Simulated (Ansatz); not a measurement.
Process, species as SMILES: [CH]=C=O → [CH-]=C=O (an electron is taken up)
B3LYP-D3(BJ)/def2-TZVP geometries, fixed; electronic energies without zero-point terms; positive where energy is released.

Basis-set convergence of the adiabatic electron affinity at HF with Ansatz (a first-principles code). Cartesian d functions, on some or all atoms, in 6-31G*, 6-31G**; all else is spherical. Open shells are unrestricted. No added dispersion term, no relativity. Functions are those of the species that has most. Reference: the value in aug-pcseg-3, 0.976 eV, itself unsure by roughly 0.011 eV (its mean distance from aug-cc-pVQZ, def2-QZVPPD). Deviations are taken from unrounded values.

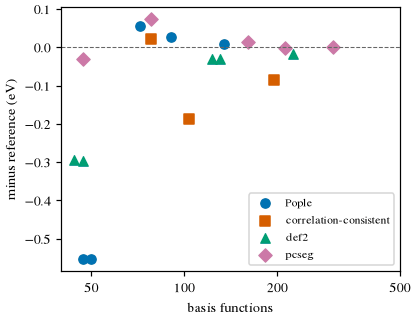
Figure. Deviation from the reference against the number of basis functions, by family of sets.

| basis | functions | adiabatic electron affinity (eV) | minus reference (eV) |
|---|---|---|---|
| def2-SV(P) | 44 | 0.682 | -0.294 |
| 6-31G* | 47 | 0.423 | -0.553 |
| def2-SVP | 47 | 0.678 | -0.298 |
| pcseg-1 | 47 | 0.944 | -0.031 |
| 6-31G** | 50 | 0.424 | -0.552 |
| 6-311+G** | 72 | 1.032 | 0.056 |
| aug-cc-pVDZ | 78 | 0.998 | 0.022 |
| aug-pcseg-1 | 78 | 1.049 | 0.073 |
| 6-311++G(2d,2p) | 91 | 1.002 | 0.026 |
| cc-pVTZ | 104 | 0.789 | -0.187 |
| def2-TZVPD | 123 | 0.945 | -0.031 |
| def2-TZVPPD | 131 | 0.944 | -0.032 |
| 6-311++G(3df,3pd) | 135 | 0.985 | 0.009 |
| aug-pcseg-2 | 161 | 0.989 | 0.014 |
| cc-pVQZ | 195 | 0.890 | -0.086 |
| pcseg-3 | 213 | 0.973 | -0.003 |
| def2-QZVPPD | 225 | 0.958 | -0.018 |
| aug-pcseg-3 | 304 | 0.976 | 0.000 |
